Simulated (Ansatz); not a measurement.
# Loss of H2: GeH2(SH)2 → Ge(SH)2 + H2

Species: GeH2(SH)2, singlet; Ge(SH)2, singlet; H2 (hydrogen), singlet. 

Shapes, held fixed at every level: PBE0-D4/def2-TZVP. Flexible molecules stand in one conformer, not always the lowest. Programs: Ansatz 0.2.0. Electronic energies: no zero-point or thermal term.

```json
{"level": "HF/def2-TZVPP", "kind": "Hartree–Fock", "ΔE (kJ/mol)": "+74.1", "less CCSD(T)/def2-TZVPP": "+5.3", "CPU time (sum over the molecules)": "–"}
{"level": "B3LYP-D4/def2-TZVPP", "kind": "global hybrid", "ΔE (kJ/mol)": "+36.5", "less CCSD(T)/def2-TZVPP": "-32.3", "CPU time (sum over the molecules)": "15 s"}
{"level": "PBE0-D4/def2-TZVPP", "kind": "global hybrid", "ΔE (kJ/mol)": "+62.3", "less CCSD(T)/def2-TZVPP": "-6.5", "CPU time (sum over the molecules)": "11 s"}
{"level": "wB97M-V/def2-TZVPP", "kind": "range-separated hybrid", "ΔE (kJ/mol)": "+55.0", "less CCSD(T)/def2-TZVPP": "-13.8", "CPU time (sum over the molecules)": "39 s"}
{"level": "wB97X-V/def2-TZVPP", "kind": "range-separated hybrid", "ΔE (kJ/mol)": "+73.3", "less CCSD(T)/def2-TZVPP": "+4.5", "CPU time (sum over the molecules)": "28 s"}
{"level": "CCSD/def2-TZVPP", "kind": "coupled cluster or CI", "ΔE (kJ/mol)": "+73.8", "less CCSD(T)/def2-TZVPP": "+5.0", "CPU time (sum over the molecules)": "–"}
{"level": "CCSD(T)/def2-TZVPP", "kind": "coupled cluster or CI", "ΔE (kJ/mol)": "+68.8", "less CCSD(T)/def2-TZVPP": "0.0", "CPU time (sum over the molecules)": "2.2 min"}
```

The highest level, CCSD(T)/def2-TZVPP, gives ΔE = +68.8 kJ/mol; the levels span +36.5 to +74.1. The column of differences is taken from that level and isn't an error. No measured value is set beside it here. Relativity is left out for Ge. Outer-core shells of Ge are correlated in most correlated rows, in sets that cover them unevenly. Times are processor times on shared x86 and Arm servers, and rough.

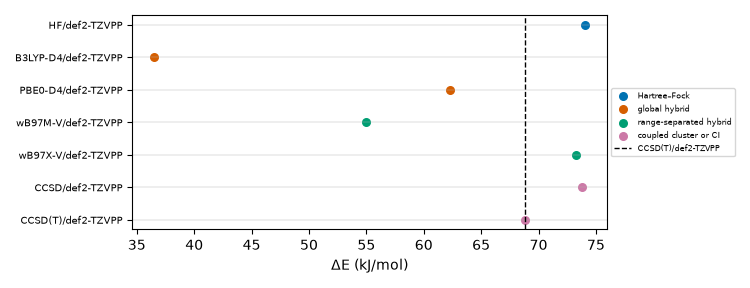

The values of the table, level by level.
